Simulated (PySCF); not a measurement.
C₅H₉N

```xyz
15

C     2.4229   -0.4378   -0.0290
C     1.6372    0.3245    0.7454
N     0.4648    0.9535    0.3688
C    -0.6008    0.3557    0.0071
C    -0.8080   -1.1342   -0.0059
C    -1.7708    1.1864   -0.4296
H     2.1496   -0.6754   -1.0606
H     3.3849   -0.7965    0.3414
H     1.9717    0.5934    1.7566
H    -1.7721   -1.3856    0.4632
H     0.0046   -1.6687    0.5029
H    -0.8592   -1.4993   -1.0449
H    -1.4912    2.2467   -0.4567
H    -2.6171    1.0518    0.2647
H    -2.1245    0.8708   -1.4246
```

Geometry: PBE0-D3(BJ)/def2-SVP.

Method: CAM-B3LYP/def2-SVPD, SCF density, gas phase (PySCF).

What will maps of the electron density and electron localisation function show?

Answer. C–N (1.27 Å): the density is about 2.8 e/Å³ at the midpoint; the ELF peaks at about 0.90 between the atoms (a covalent bond).
C–H (1.10 Å): ρ is about 1.9 e/Å³ halfway; the ELF climbs to about 1 towards the hydrogen, as it does in any bond to H; an ordinary covalent bond to hydrogen.
C–N (1.38 Å): ρ at the midpoint is about 2.2 e/Å³; the ELF peaks at about 0.95 between the atoms; localised, covalent bonding.
C–C (1.50 Å): the density is about 1.8 e/Å³ at the midpoint; the ELF peaks at about 0.95 between the atoms: localised, covalent bonding.

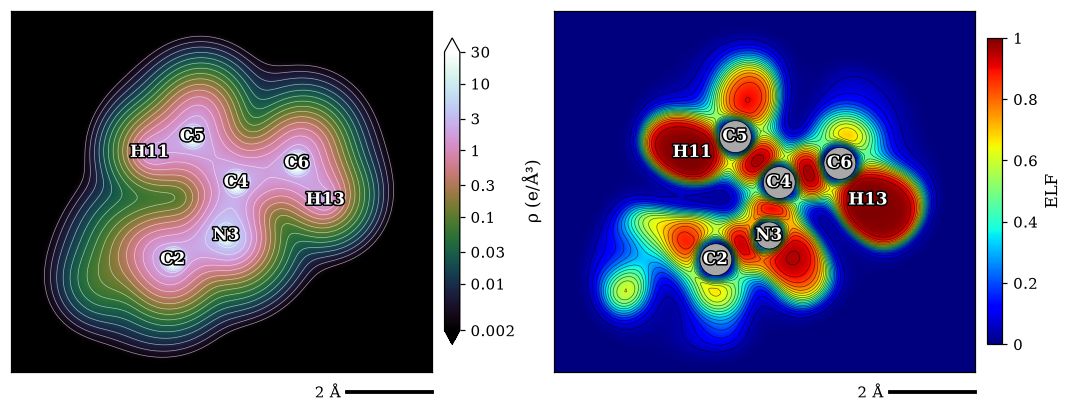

Computed electron density and electron localisation function on the plane of atoms C4, C6 and H13, in this order. Grey discs cover the atomic cores in the ELF map. 
